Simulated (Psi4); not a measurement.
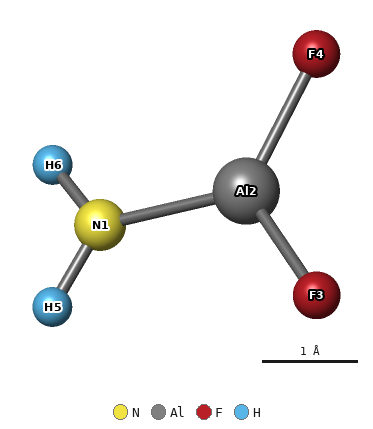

The structure (ball-and-stick view, seen at a tilt; atoms are numbered from 1 in the order of the input). Sticks mark near contacts.

# AlNH2F2: single-point calculation

The run: single-point calculation of AlNH2F2, SMILES [NH2][Al]([F])[F]. Method and program: r2SCAN/def2-TZVPP, RKS, dispersion D4 (Psi4 1.11).

The geometry was optimised with PBE0/def2-TZVP.

**Output**
```
Psi4 1.11 release

   => Loading Basis Set <=

    Name: DEF2-TZVPP
    Role: ORBITAL
    Keyword: BASIS

   => R2SCAN-D4(BJ,EEQ)ATM: Empirical Dispersion <=

        a1 =       0.515592
        a2 =       5.773429
       alp =      16.000000
        s6 =       1.000000
        s8 =       0.601875
        s9 =       1.000000
        ga =       3.000000
        gc =       2.000000
        wf =       6.000000

         ---------------------------------------------------------
                                   SCF
                              RKS Reference
                        2 Threads,   3147 MiB Core
         ---------------------------------------------------------

  ==> Geometry <==

    Molecular point group: c1
    Full point group: C1

    Geometry (in Angstrom), charge = 0, multiplicity = 1:

       Center              X                  Y                   Z               Mass
    ------------   -----------------  -----------------  -----------------  -----------------
         N           -0.679879774853     1.624460092572    -0.258595131134    14.003074004430
         AL          -0.013169774853     0.031480092572    -0.004505131134    26.981538530000
         F            1.155050225147    -0.221499907428     1.118294868866    18.998403162730
         F           -0.539919774853    -1.248009907428    -0.885025131134    18.998403162730
         H           -0.399819774853     2.447910092572     0.246824868866     1.007825032230
         H           -1.396869774853     1.840060092572    -0.930545131134     1.007825032230

  Running in c1 symmetry.

  Rotational constants: A =      0.21948  B =      0.21034  C =      0.10740 [cm^-1]
  Rotational constants: A =   6579.75053  B =   6305.74437  C =   3219.91730 [MHz]
  Nuclear repulsion =  159.663754117377266

  Charge       = 0
  Multiplicity = 1
  Electrons    = 40
  Nalpha       = 20
  Nbeta        = 20

  ==> Algorithm <==

  SCF Algorithm Type is DF.
  DIIS enabled.
  MOM disabled.
  Fractional occupation disabled.
  Guess Type is SAD.
  Energy threshold   = 1.00e-06
  Density threshold  = 1.00e-06
  Integral threshold = 1.00e-12

  ==> Primary Basis <==

  Basis Set: DEF2-TZVPP
    Blend: DEF2-TZVPP
    Number of shells: 59
    Number of basis functions: 163
    Number of Cartesian functions: 186
    Spherical Harmonics?: true
    Max angular momentum: 3

  ==> DFT Potential <==

   => LibXC <=

    Version 7.1.2

   => Composite Functional: R2SCAN-D4BJEEQATM <=

    r2SCAN Meta-GGA XC Functional  (0.1021/acs.jpclett.0c02405)

    Deriv               =              1
    GGA                 =           TRUE
    Meta                =           TRUE

    Exchange Hybrid     =          FALSE
    MP2 Hybrid          =          FALSE

   => Exchange Functionals <=

    1.0000   XC_MGGA_X_R2SCAN

   => Correlation Functionals <=

    1.0000   XC_MGGA_C_R2SCAN

   => LibXC Density Thresholds  <==

    XC_MGGA_C_R2SCAN:  1.00E-15
    XC_MGGA_X_R2SCAN:  1.00E-11

   => Molecular Quadrature <=

    Radial Scheme          =       TREUTLER
    Pruning Scheme         =           NONE
    Nuclear Scheme         =       TREUTLER

    Blocking Scheme        =         OCTREE
    BS radius alpha        =              1
    Pruning alpha          =              1
    Radial Points          =             99
    Spherical Points       =            590
    Total Points           =         336204
    Total Blocks           =           2438
    Max Points             =            256
    Max Functions          =            158
    Weights Tolerance      =       1.00E-15

   => Loading Basis Set <=

    Name: (DEF2-TZVPP AUX)
    Role: JKFIT
    Keyword: DF_BASIS_SCF

  ==> Integral Setup <==

  DFHelper Memory: AOs need 0.081 GiB; user supplied 0.081 GiB.
  SCF_SUBTYPE=INCORE selected. In-core MEM_DF algorithm will be used.
  Using in-core AOs.

  ==> MemDFJK: Density-Fitted J/K Matrices <==

    J tasked:                   Yes
    K tasked:                    No
    wK tasked:                   No
    Memory [MiB]:                83
    Algorithm:                 Core
    Schwarz Cutoff:           1E-12
    Mask sparsity (%):       5.1639
    Fitting Condition:        1E-10

   => Auxiliary Basis Set <=

  Basis Set: (DEF2-TZVPP AUX)
    Blend: DEF2-UNIVERSAL-JKFIT
    Number of shells: 125
    Number of basis functions: 395
    Number of Cartesian functions: 474
    Spherical Harmonics?: true
    Max angular momentum: 4

  Cached 50.0% of DFT collocation blocks in 1.336 [GiB].

  Minimum eigenvalue in the overlap matrix is 1.0361681385E-03.
  Reciprocal condition number of the overlap matrix is 1.5927404767E-04.
    Using symmetric orthogonalization.

  ==> Pre-Iterations <==

  SCF Guess: Superposition of Atomic Densities via on-the-fly atomic UHF (no occupation information).

   -------------------------
    Irrep   Nso     Nmo
   -------------------------
     A        163     163
   -------------------------
    Total     163     163
   -------------------------

  ==> Iterations <==

                           Total Energy        Delta E     RMS |[F,P]|

   @DF-RKS iter SAD:  -497.40724134604750   -4.97407e+02   0.00000e+00
   @DF-RKS iter   1:  -497.76890997616715   -3.61669e-01   7.17476e-03 DIIS/ADIIS
   @DF-RKS iter   2:  -496.67914176014648    1.08977e+00   1.12561e-02 DIIS/ADIIS
   @DF-RKS iter   3:  -498.24794916402095   -1.56881e+00   9.55402e-04 DIIS/ADIIS
   @DF-RKS iter   4:  -498.25655762660824   -8.60846e-03   6.73978e-04 DIIS/ADIIS
   @DF-RKS iter   5:  -498.26001117838115   -3.45355e-03   2.38767e-04 DIIS/ADIIS
   @DF-RKS iter   6:  -498.26051506391605   -5.03886e-04   3.72721e-05 DIIS
   @DF-RKS iter   7:  -498.26052874800416   -1.36841e-05   5.29369e-06 DIIS
   @DF-RKS iter   8:  -498.26052900431938   -2.56315e-07   9.42228e-07 DIIS
  Energy and wave function converged.

  ==> Post-Iterations <==

   Electrons on quadrature grid:
      Ntotal   =   40.0000011475 ; deviation = 1.147e-06

    Orbital Energies [Eh]
    ---------------------

    Doubly Occupied:

       1A    -55.769405     2A    -24.453529     3A    -24.453470
       4A    -14.148661     5A     -4.082049     6A     -2.624380
       7A     -2.618131     8A     -2.615892     9A     -1.112216
      10A     -1.104614    11A     -0.810451    12A     -0.464264
      13A     -0.444076    14A     -0.400571    15A     -0.395558
      16A     -0.379077    17A     -0.366141    18A     -0.365721
      19A     -0.356768    20A     -0.252957

    Virtual:

      21A     -0.036577    22A      0.013890    23A      0.054282
      24A      0.073461    25A      0.104156    26A      0.129001
      27A      0.191975    28A      0.213367    29A      0.219046
      30A      0.242317    31A      0.244572    32A      0.248282
      33A      0.294329    34A      0.369453    35A      0.401291
      36A      0.407342    37A      0.423392    38A      0.474551
      39A      0.481554    40A      0.541732    41A      0.604086
      42A      0.609081    43A      0.621121    44A      0.629466
      45A      0.657993    46A      0.675715    47A      0.707369
      48A      0.750720    49A      0.772418    50A      0.775821
      51A      0.779440    52A      0.816696    53A      0.847053
      54A      0.876208    55A      0.878738    56A      0.913568
      57A      0.948009    58A      0.948129    59A      0.992073
      60A      1.032063    61A      1.087982    62A      1.108066
      63A      1.130564    64A      1.158290    65A      1.188831
      66A      1.363032    67A      1.368548    68A      1.499274
      69A      1.544078    70A      1.595223    71A      1.667791
      72A      1.778841    73A      1.889405    74A      2.014517
      75A      2.051902    76A      2.098960    77A      2.110588
      78A      2.141901    79A      2.161248    80A      2.252395
      81A      2.292275    82A      2.379095    83A      2.406214
      84A      2.411173    85A      2.475115    86A      2.567944
      87A      2.637220    88A      2.687163    89A      2.765915
      90A      3.005829    91A      3.056102    92A      3.079275
      93A      3.143202    94A      3.209932    95A      3.228704
      96A      3.229392    97A      3.325567    98A      3.362072
      99A      3.363681   100A      3.391229   101A      3.407253
     102A      3.419304   103A      3.512937   104A      3.522609
     105A      3.634170   106A      3.719245   107A      3.767454
     108A      3.828641   109A      3.904004   110A      3.925051
     111A      4.010450   112A      4.037421   113A      4.061485
     114A      4.075833   115A      4.159455   116A      4.319633
     117A      4.399033   118A      4.452556   119A      4.608189
     120A      4.644313   121A      4.671180   122A      4.776288
     123A      4.864982   124A      5.045534   125A      5.575201
     126A      5.667578   127A      5.735031   128A      5.849689
     129A      5.881349   130A      6.276418   131A      6.622567
     132A      6.676155   133A      6.969699   134A      6.971959
     135A      6.973800   136A      6.976241   137A      6.978931
     138A      6.989279   139A      6.989507   140A      6.990030
     141A      6.996866   142A      6.998487   143A      7.010699
     144A      7.013643   145A      7.015134   146A      7.063505
     147A      8.216000   148A      8.368715   149A      8.413839
     150A      8.442685   151A      8.567307   152A      8.619382
     153A      8.663835   154A      8.672468   155A      8.745519
     156A      8.898882   157A      8.908560   158A      9.188641
     159A      9.842285   160A      9.893549   161A     32.545580
     162A     56.910569   163A     56.966030

    Final Occupation by Irrep:
              A
    DOCC [    20 ]
    NA   [    20 ]
    NB   [    20 ]

  @DF-RKS Final Energy:  -498.26052900431938

   => Energetics <=

    Nuclear Repulsion Energy =            159.6637541173772661
    One-Electron Energy =               -1010.9845720896396415
    Two-Electron Energy =                 400.3984563661189213
    DFT Exchange-Correlation Energy =     -47.3374431915359466
    Empirical Dispersion Energy =          -0.0007242066399481
    VV10 Nonlocal Energy =                  0.0000000000000000
    Total Energy =                       -498.2605290043193804

Computation Completed

Properties will be evaluated at   0.000000,   0.000000,   0.000000 [a0]

Properties computed using the SCF density matrix

 Multipole Moments:

 ------------------------------------------------------------------------------------
     Multipole            Electronic (a.u.)      Nuclear  (a.u.)        Total (a.u.)
 ------------------------------------------------------------------------------------

 L = 1.  Multiply by 2.5417464519 to convert [e a0] to [Debye]
 Dipole X            :          1.8675904           -2.2504389           -0.3828485
 Dipole Y            :         -4.4594230            5.3721960            0.9127731
 Dipole Z            :          0.7122635           -0.8560936           -0.1438301
 Magnitude           :                                                    1.0002074

 ------------------------------------------------------------------------------------

	total time  =         24 seconds =       0.40 minutes

    Psi4 run time: 0:00:23.55
```

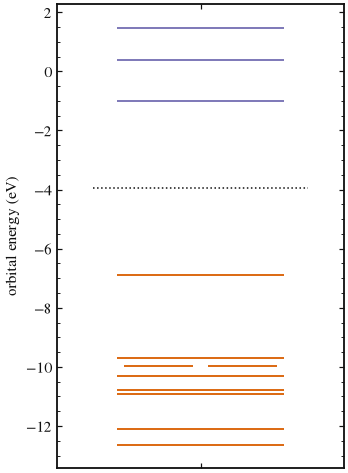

Orbital energies near the frontier; the dotted line parts filled from empty levels, and levels within 0.02 eV of each other stand side by side. Highest filled −6.88 eV, lowest empty −1.00 eV, 5.88 eV apart.

The run was set up as follows.

**Input (job.inp)**
```
memory 3.3 GB

molecule m {
  N     -0.365990     0.852650    -0.156760
  Al     0.300720    -0.740330     0.097330
  F      1.468940    -0.993310     1.220130
  F     -0.226030    -2.019820    -0.783190
  H     -0.085930     1.676100     0.348660
  H     -1.082980     1.068250    -0.828710
  symmetry c1
}

set basis def2-TZVPP
set reference rks
set scf_type df
set dft_radial_points 99
set dft_spherical_points 590

e_tot, wfn = energy("r2scan-d4", return_wfn=True)
```

Launched with:
```bash
psi4 -n 2 job.inp job.out
```

**Key numbers**

| quantity | value |
| --- | --- |
| outcome | converged |
| total energy | −498.260529 hartree |
| dispersion energy | −0.000724 hartree |
| basis functions | 163 |
| HOMO | −6.88 eV |
| LUMO | −1.00 eV |
| dipole moment | 2.54 D |
| hardware | 2 threads of AMD EPYC (Zen 3), 192 GiB of memory available, shared host |
| wall time | 25 s (CPU time 85 s) |
| peak memory | 1.7 GiB |
